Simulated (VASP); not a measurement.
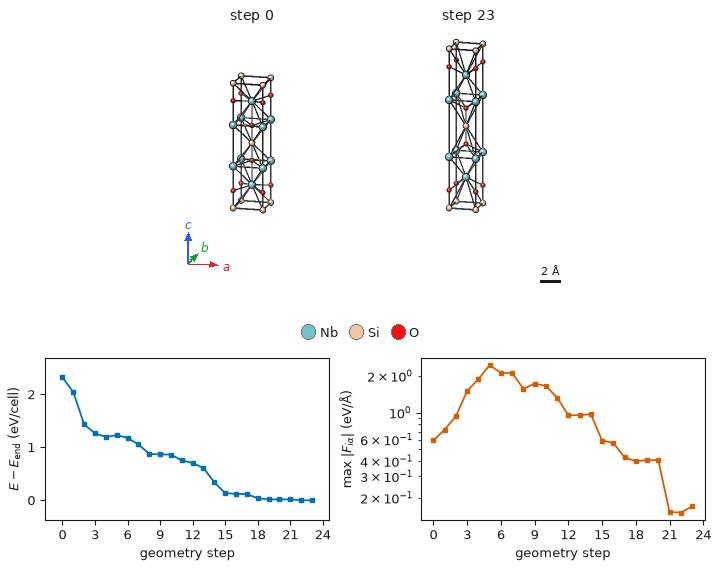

First and last geometry of a relaxation of a crystal of Nb₂SiO₂ (a generated structure, set up in I4/mmm), with the history of the run. Style: ball-and-stick. Shown: the conventional cell (2 times the calculation's cell), slightly off an axis. Lengths and directions refer to the drawn axes.

The run lets cell and atoms move.

Level of theory: Kohn-Sham DFT of a periodic cell, PBE, VASP PAW PBE potentials, recommended (VASP).

Input file:
```
SYSTEM = Nb2SiO2
PREC = Normal
ENCUT = 520
EDIFF = 1E-4
ISMEAR = 0
SIGMA = 0.15
LREAL = .False.
LASPH = .True.
NELM = 60
ALGO = Fast
ISIF = 3
LWAVE = .False.
LCHARG = .False.
GGA = PE
IBRION = 2
NSW = 24
EDIFFG = -0.08
```

Launched with:
```bash
cat potpaw_PBE.64/Nb_sv/POTCAR potpaw_PBE.64/Si/POTCAR potpaw_PBE.64/O/POTCAR > POTCAR
mpirun -np 1 vasp_std > vasp.out
```

**What do the curves and the structures tell?**

The relaxation stopped without meeting its thresholds, so the last structure isn't shown to be converged. After 23 geometry steps the energy has fallen by 2.321 eV per cell of the calculation. The largest force component goes from 0.59 to 0.17 eV/Å. Pressure: 2.75 GPa at the start and −0.28 GPa at the end. The largest moves relative to the cell, 0.45 Å, are those of O atoms. Largest moves by element: O 0.45 Å, Nb 0.23 Å. Si stays in place. Cell: a = b 3.100 → 2.773 Å (−10.5 %), c 13.000 → 16.586 Å (+27.6 %). Volume +2.1 %. Near-neighbour distances that change, for instance: Nb–O 2.535 → 3.455 Å, Nb–Si 3.067 → 3.559 Å, Nb–Nb 3.100 → 2.773 Å, Si–Si 3.100 → 2.773 Å. Bond angles that change, for instance: Nb–O–Nb 163.1° → 121.3°, Nb–O–Si 98.4° → 119.4°, Nb–O–Nb 88.8° → 76.1°. The space group stays I4/mmm (No. 139). It ran on 1 thread of AMD EPYC 7R43 64-Core Processor (Zen 3), on a shared host.
